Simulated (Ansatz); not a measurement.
| atom | x (Å) | y (Å) | z (Å) |
| --- | --- | --- | --- |
| Ga | 0.0211 | 0.3289 | -0.1617 |
| O | -0.0004 | 0.0463 | 1.9564 |
| H | -0.8522 | -0.2365 | 2.3133 |
| H | 1.4188 | -0.1884 | -0.6217 |
| H | -1.4207 | -0.1422 | -0.5573 |
| F | 0.0519 | 2.0439 | 0.4124 |
| H | 0.0211 | 1.0209 | 2.0490 |

Theory: RKS PBE0-D4/def2-SVP (Ansatz 0.2.0).

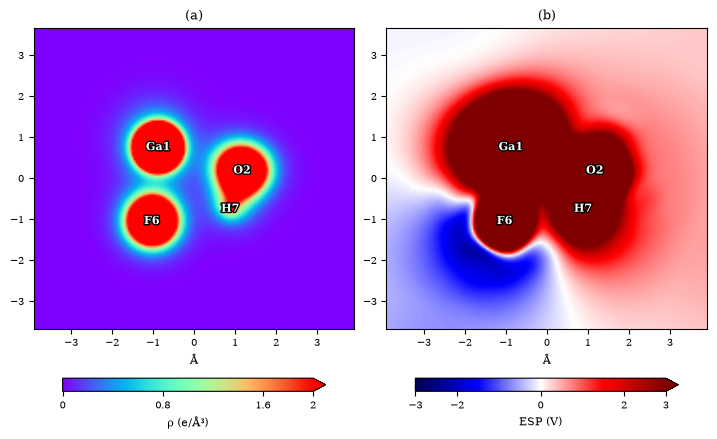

FGaH4O. (a) total electron density; (b) electrostatic potential on the plane of atoms Ga1, O2 and H7.

### Read the bonding off the picture.

Atoms in the plane: Ga, O, F and H.
Ga–F (1.81 Å): ρ is about 0.73 e/Å³ halfway.
Ga–O (2.14 Å): ρ at the midpoint is about 0.38 e/Å³.
O–H (0.98 Å): the density is about 3.7 e/Å³ at the midpoint.
Outside the dense part of the molecule the potential is most negative (−2.3 V) near F6.
